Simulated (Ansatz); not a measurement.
# F$_{2}$H$_{4}$W···PH$_{3}$: what the fields show

Input file:

```
crystal:
  periodic: [false, false, false]
  atoms:
    - { symbol: W, position_ang: [-0.110347, 0.128569, 0.075051] }
    - { symbol: F, position_ang: [-0.532105, 0.415723, 1.857618] }
    - { symbol: H, position_ang: [1.498796, -0.373044, -0.072275] }
    - { symbol: H, position_ang: [0.35751, 1.642581, -0.672847] }
    - { symbol: H, position_ang: [-1.327762, -1.076927, 0.027561] }
    - { symbol: H, position_ang: [0.118359, -1.529692, -0.23121] }
    - { symbol: F, position_ang: [-0.804419, 0.143817, -1.684926] }
    - { symbol: P, position_ang: [2.452804, 2.192406, 1.654165] }
    - { symbol: H, position_ang: [2.988656, 0.889558, 1.361484] }
    - { symbol: H, position_ang: [2.056, 2.445336, 0.293526] }
    - { symbol: H, position_ang: [1.171608, 1.680273, 2.018054] }
basis:
  gaussian: { orbitals: def2-SVP }
hamiltonian:
  xc: pbe
relax:
  f_tol: 0.03
  max_steps: 50
output:
  orbitals: {}
```

Launched as:

```sh
ansatz run input.yaml --threads 2 --pin off --max-ram 3072MiB --backend cpu --events-out ev --progress --plain --runs-dir out
```

The fields are those of the run's last geometry, not of the input's.

Core potentials replace the inner electrons of W.

The calculation used RKS PBE/def2-SVP in Ansatz.

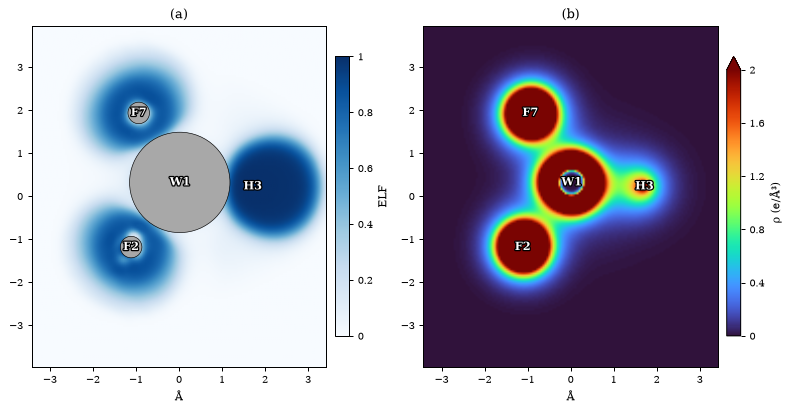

Figure 1. (a) electron localisation function; (b) electron density on the plane of atoms F2, W1 and H3. Grey discs cover the atomic cores in the ELF map.

### What do the fields say about this system?

The plane passes through W, F and H nuclei.
W–F (1.88 Å): the density is about 1 e/Å³ at the midpoint; the ELF peaks at about 0.80 in the valence shell of F, 0.5 Å from its nucleus, and drops to about 0.20 between the two atoms.
W–H (1.69 Å): ρ at the midpoint is about 1.6 e/Å³; the ELF climbs to about 1 towards the hydrogen.

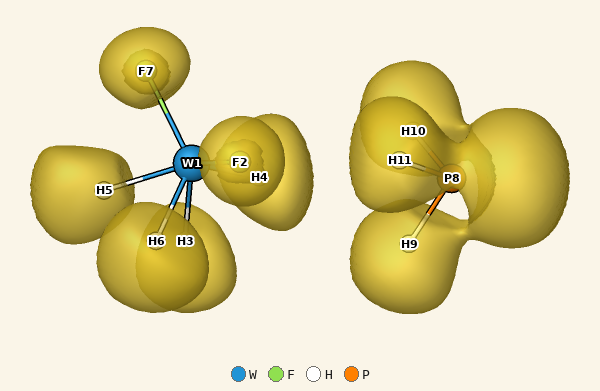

Figure 2. Isosurface of the ELF at 0.75 (yellow), seen across its widest extent. Only the valence region is drawn (cores and ρ < 0.01 e/Å³ removed).

### Where are the electrons localised?

At this value the surface marks out four regions around hydrogen nuclei, two regions wrapped around F (the valence shell of each) and one joined region spread over several atoms (H, P), in which their bonds and any lone pairs are merged. Profiles from the grid: W1···H11 (3.87 Å): the ELF dips to about 0 between them (a weak contact between the two molecules).

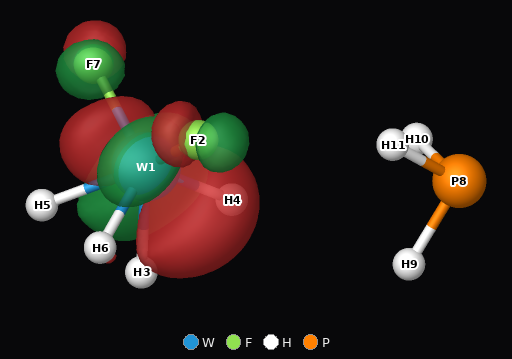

Figure 3. The LUMO at ±0.15 Å⁻³ᐟ² (green and red are the two phases), seen across its widest extent.

### What is the character of this orbital?

By Hirshfeld shares it lies mainly on W1 (about 70 %), F7 (about 10 %) and F2 (about 10 %). Its energy is −3.74 eV.

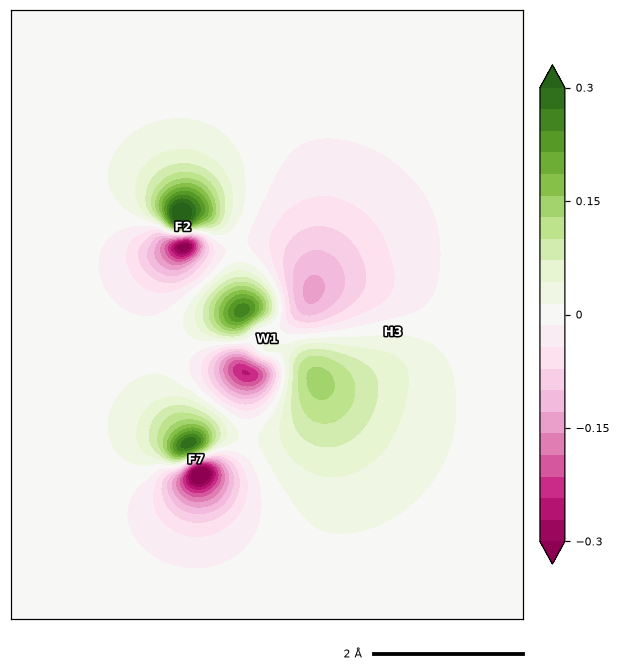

Figure 4. The HOMO−1 on the plane of atoms F2, W1 and F7 (values in Å⁻³ᐟ²; the overall sign is arbitrary).

### Where does this orbital lie, and at what energy?

By Hirshfeld shares it lies mainly on W1 (about 40 %), H6 (about 20 %), H5 (about 20 %), F7 (about 10 %) and F2 (about 10 %). Its energy is −7.04 eV.
